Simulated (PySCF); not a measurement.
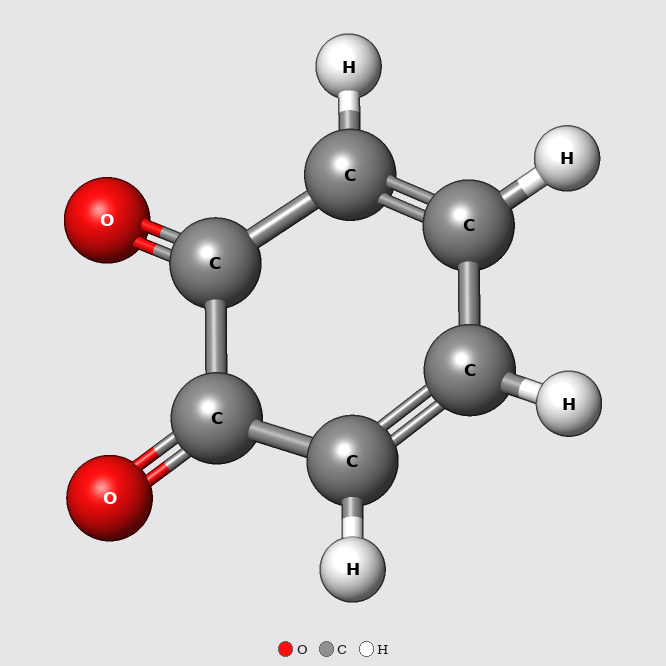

Double and triple bonds are drawn as two and three sticks.

The computed structure is the end point of a GFN2-xTB optimisation. No frequency run is at hand to confirm it as a minimum.

Which formula does it have?

Answer. C₆H₄O₂, 12 atoms: 6 carbon, 4 hydrogen and 2 oxygen.

Name functional groups in it.

Answer. Among them: ketone, alkene.

How many atoms are distinct by symmetry?

Answer. 6: 2 O, 2 C, 2 C, 2 C, 2 H, 2 H.

More results for the same structure follow; atom numbers are the same in all pictures, views and colours differ.

## Shape

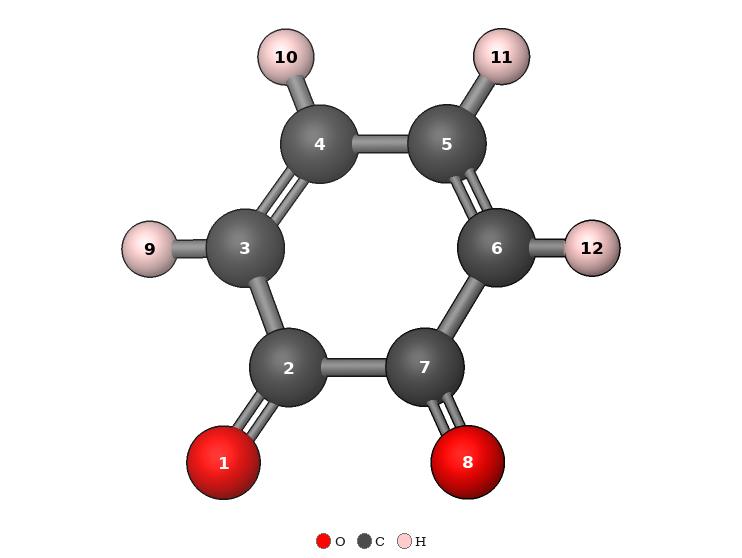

Atoms carry their numbers in the input. No frequency run is at hand to confirm it as a minimum.

Give the bond lengths.

```json
{"bond": "O1–C2", "length (Å)": "1.210", "order": "double"}
{"bond": "C2–C3", "length (Å)": "1.465", "order": "single"}
{"bond": "C2–C7", "length (Å)": "1.543", "order": "single"}
{"bond": "C3–C4", "length (Å)": "1.342", "order": "double"}
{"bond": "C3–H9", "length (Å)": "1.080", "order": "single"}
{"bond": "C4–C5", "length (Å)": "1.441", "order": "single"}
{"bond": "C4–H10", "length (Å)": "1.081", "order": "single"}
{"bond": "C5–C6", "length (Å)": "1.342", "order": "double"}
{"bond": "C5–H11", "length (Å)": "1.081", "order": "single"}
{"bond": "C6–C7", "length (Å)": "1.465", "order": "single"}
{"bond": "C6–H12", "length (Å)": "1.080", "order": "single"}
{"bond": "C7–O8", "length (Å)": "1.210", "order": "double"}
```

## Dipole moment

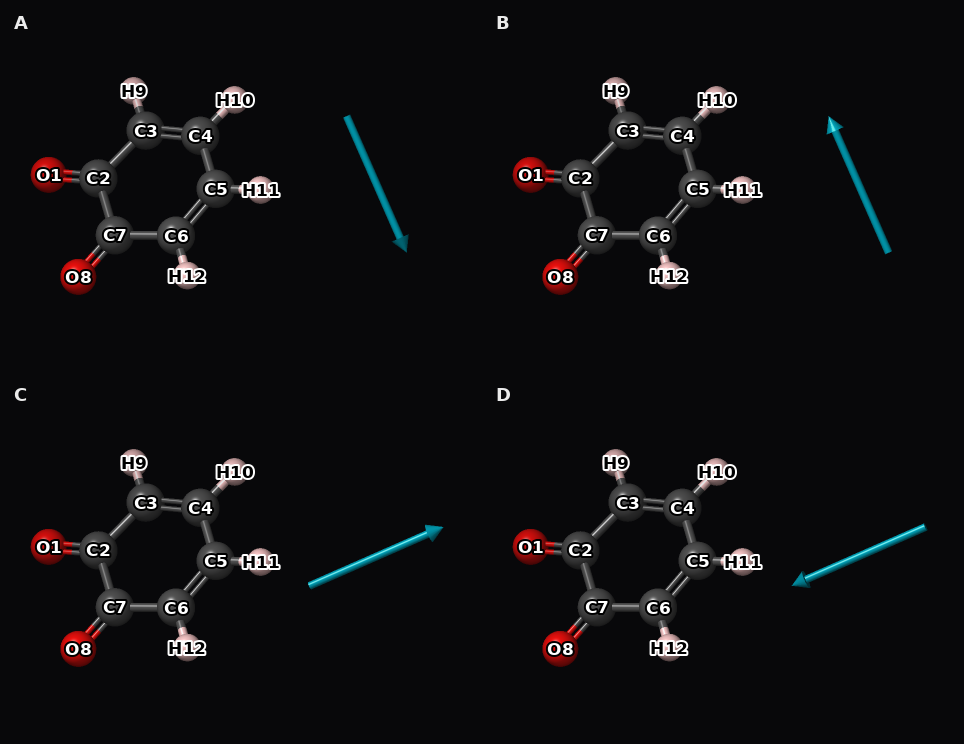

The same molecule four times, each with an arrow. No frequency run is at hand to confirm it as a minimum. Level of theory: CAM-B3LYP/def2-SVPD, gas phase (PySCF 2.14.0).

Which arrow points along the dipole moment, from the negative to the positive end?

Answer. C. The dipole moment is 5.88 D; it points from the side of O1, O8 to the side of H10, H11 (the outermost atoms at the two ends).

## Excitation

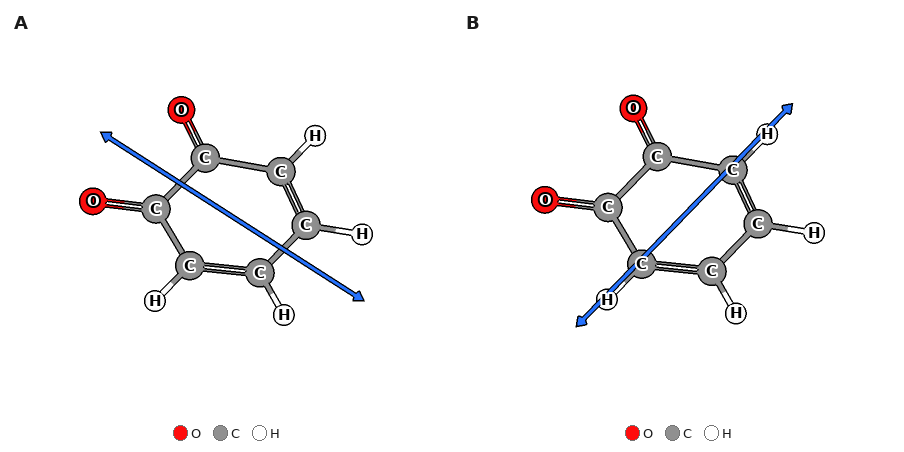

The double arrows show the directions of two transition dipoles from the ground state (lengths mean nothing). No frequency run is at hand to confirm it as a minimum. Method: TDDFT CAM-B3LYP/def2-SVPD, vertical, gas phase, core orbitals frozen in the response (PySCF 2.14.0).

One belongs to singlet state 2 and one to singlet state 5. Which is which?

Answer. A: state 5, 6.04 eV (205 nm), oscillator strength 0.095, mainly HOMO−3 → LUMO (weight 0.82).
B: state 2, 3.28 eV (378 nm), oscillator strength 0.053, mainly HOMO−1 → LUMO (weight 0.98).

## Polarisability

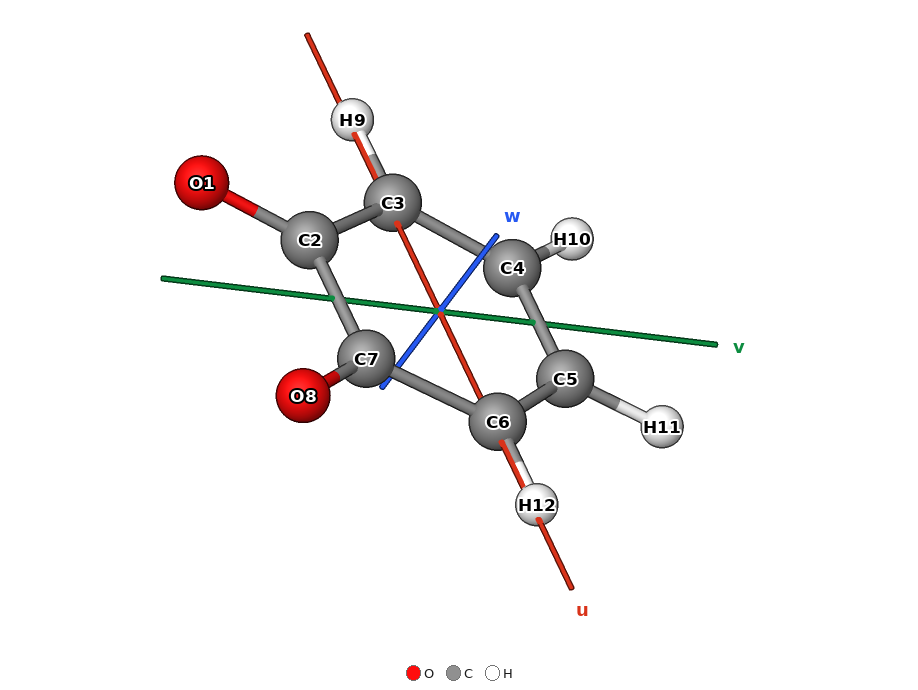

The lines u, v and w are the principal axes of the static dipole polarisability. No frequency run is at hand to confirm it as a minimum. Level of theory: CAM-B3LYP/def2-SVPD (PySCF 2.14.0).

Along which axis is the molecule most polarisable, and along which least?

Answer. Most along v (in the molecular plane, at 31° to the long direction C4···O8), least along w (normal to the molecular plane).

Give the three principal values.

Answer. u 84.4, v 93.0, w 42.3 bohr³; mean 73.2, anisotropy 47.0 bohr³.
